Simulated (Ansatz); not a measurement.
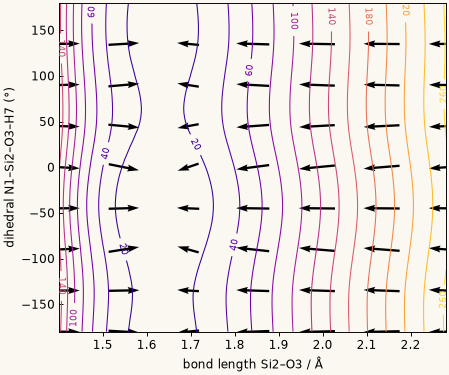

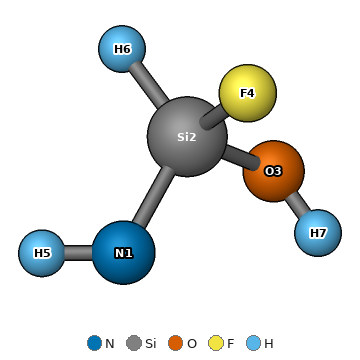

Energy landscape of FH3NOSi, SMILES [NH][SiH](O)F, spin multiplicity 2. 
- Coordinates scanned: (1) bond length Si2–O3; (2) dihedral N1–Si2–O3–H7.
- Nothing is relaxed (all other coordinates rigid).
- The grid has 7 × 8 points.
- Points are written as (first, second).
- Energies: kJ/mol, counted from the relaxed molecule at the same level.
- All numbers below come from UKS B3LYP-D4/def2-TZVP in Ansatz 0.2.0.

Drawn: contour lines labelled in kJ/mol, arrows along the force (downhill), their lengths compressed. Between grid points the surface is interpolated. The second picture is the structure at the lowest point.

Q: Describe this landscape.

A: The lowest grid point is at (1.694 Å, −45°), 6 kJ/mol from the relaxed molecule at the same level. The bottom of the well lies between grid points, at about (1.628 Å, −40°), about 6.1 kJ/mol lower on the interpolated surface. The highest grid point, (2.281 Å, −180°), lies 256 kJ/mol above the lowest. Round the minimum the two coordinates are nearly uncoupled.

The input of one point:

```yaml
crystal:
  periodic: [false, false, false]
  atoms:
    - { symbol: "N", position_ang: [-0.704283, 0.630154, -1.070444] }
    - { symbol: Si, position_ang: [-0.113829, -0.154001, 0.369727] }
    - { symbol: O, position_ang: [1.555598, -0.374861, 0.18569] }
    - { symbol: F, position_ang: [-0.89575, -1.545701, 0.422687] }
    - { symbol: H, position_ang: [-1.237703, 1.493144, -0.958262] }
    - { symbol: H, position_ang: [-0.308093, 0.513764, 1.663581] }
    - { symbol: H, position_ang: [1.887309, -0.710991, -0.652409] }
magnetization:
  spin_polarized: true
  initial_magnetization: 1
basis:
  gaussian: { orbitals: def2-TZVP }
hamiltonian:
  xc: { name: B3LYP }
  dispersion: d4
output:
  forces: true
```

Each point was launched as `ansatz run input.yaml --threads 1 --pin off --max-ram 2560MiB --backend cpu --events-out ev --progress --plain --runs-dir out`. The whole map (56 points run) took 11 min on 1 thread of Intel(R) Xeon(R) Platinum 8375C CPU @ 2.90GHz (Ice Lake) (shared host).
